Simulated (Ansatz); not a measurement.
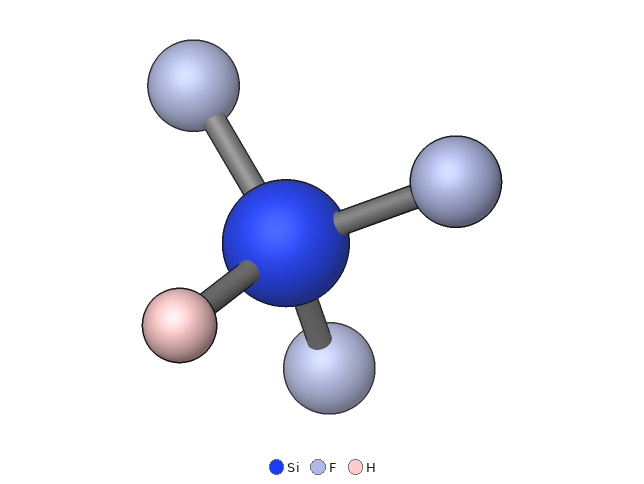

A ball-and-stick model of a molecule.

The geometry was computed by an optimisation with PBE0-D4/def2-TZVP.

Identify the structure.

Formula F3HSi. The point group is C3v. Coordination: 1 Si tetrahedral.

The parts below concern this one geometry. Atoms keep their numbers from picture to picture.

Geometry

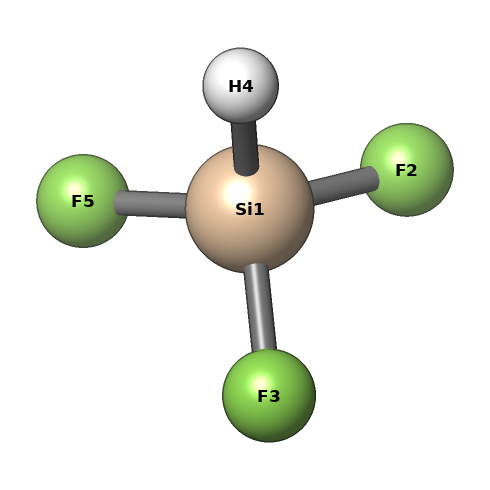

Atoms carry their numbers in the input.

Which atoms are bonded, and how long are the bonds?

| bond | length (Å) |
| --- | --- |
| Si1–F2 | 1.573 |
| Si1–F3 | 1.573 |
| Si1–H4 | 1.461 |
| Si1–F5 | 1.573 |

Vibrations

Harmonic vibrations computed with RKS PBE0-D4/def2-TZVP (Ansatz 0.2.0) at a stationary point of the same level.

List the wavenumbers.

9 modes: 299, 299, 416, 835, 835, 855, 1002, 1002, 2362 cm⁻¹.

Dipole moment

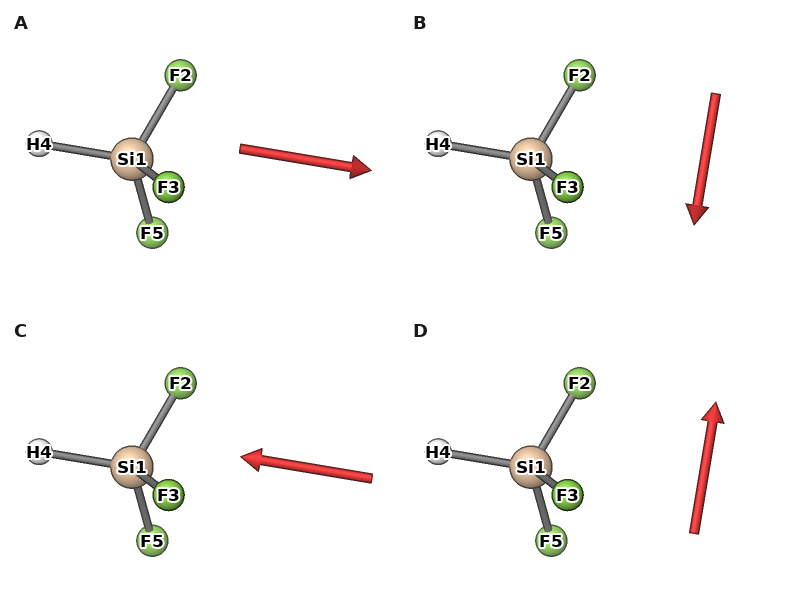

The same molecule four times, each with an arrow. Level of theory: RKS PBE0-D4/def2-TZVP (Ansatz 0.2.0).

Which arrow points along the dipole moment, from the negative to the positive end?

C. The dipole moment is 1.32 D; it points from the side of F2, F3, F5 to the side of H4 (the outermost atoms at the two ends).

Electronic properties

Method: RKS PBE0-D4/def2-TZVPP (Ansatz 0.2.0).

Predict the main results.

- HOMO energy (Kohn–Sham orbital): −11.22 eV
- LUMO energy (Kohn–Sham orbital): 1.03 eV
- HOMO–LUMO gap: 12.25 eV

Charges

The questions are on Mulliken charges. Level of theory: RKS PBE0-D4/def2-TZVP (Ansatz 0.2.0).

Give the Mulliken charges atom by atom.

```json
{"atom": "Si1", "value (e)": "0.86"}
{"atom": "F2", "value (e)": "−0.28"}
{"atom": "F3", "value (e)": "−0.28"}
{"atom": "H4", "value (e)": "−0.02"}
{"atom": "F5", "value (e)": "−0.28"}
```

Mulliken values depend strongly on the basis set and can even reverse the polarity of a bond.
